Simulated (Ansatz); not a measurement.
Consider CH$_{6}$NSi (charge −1).

Input file:

```
crystal:
  periodic: [false, false, false]
  atoms:
    - {symbol: C, position_ang: [-1.679921, 0.762969, -0.442913]}
    - {symbol: Si, position_ang: [2.616337, 0.063779, 0.347468]}
    - {symbol: N, position_ang: [1.204424, -0.800576, 0.491158]}
    - {symbol: H, position_ang: [-2.223024, 0.184911, -1.194778]}
    - {symbol: H, position_ang: [-1.396417, 1.727153, -0.870174]}
    - {symbol: H, position_ang: [-2.332267, 0.931865, 0.417379]}
    - {symbol: H, position_ang: [-0.777163, 0.221456, -0.130262]}
    - {symbol: H, position_ang: [1.305253, -1.747800, 0.850453]}
    - {symbol: H, position_ang: [3.761896, -0.931996, 0.852643]}
basis:
  gaussian: {orbitals: "def2-TZVPPD.json"}
total_charge: -1
hamiltonian: {xc: pbe0, dispersion: d4}
output: {orbitals: {seedname: orbitals}}
```

Run with:

```sh
ansatz run in.yaml --threads 2 --pin off --events-out ev --progress --plain --max-ram 4352MiB
```

Geometry: PBE0-D4/def2-TZVPD; at this geometry the atoms fall into two loosely joined parts.

Level of theory: Ansatz, RKS PBE0-D4/def2-TZVPPD.

What can the converged electron density and electron localisation function tell about the bonding?

Answer. Si–N (1.66 Å): ρ is about 1.2 e/Å³ halfway; the ELF peaks at about 0.90 between the atoms; a polar covalent bond.
N–H (1.02 Å): ρ at the midpoint is about 2.8 e/Å³; the ELF climbs to about 1 towards the hydrogen, as it does in any bond to H: a covalent bond by its length.
C–H (1.09 Å): the density is about 2 e/Å³ at the midpoint; the ELF climbs to about 1 towards the hydrogen; an ordinary covalent bond to hydrogen.
Si–H (1.60 Å): ρ at the midpoint is about 0.64 e/Å³; the ELF climbs to about 1 towards the hydrogen.

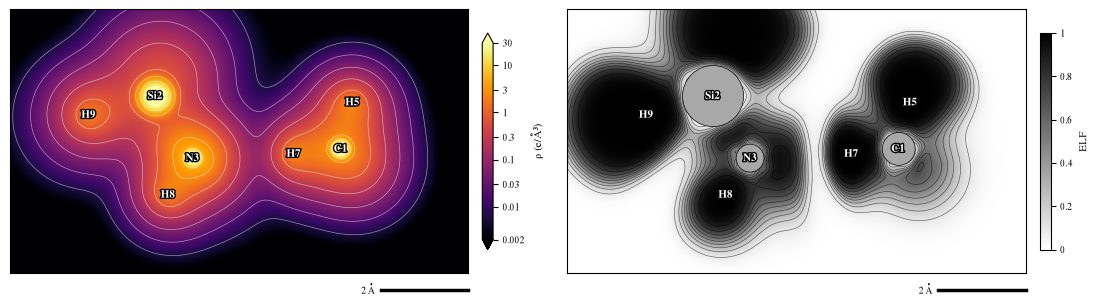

Computed electron density and electron localisation function on the plane of atoms H5, C1 and H7, in this order. Grey discs cover the atomic cores in the ELF map. 
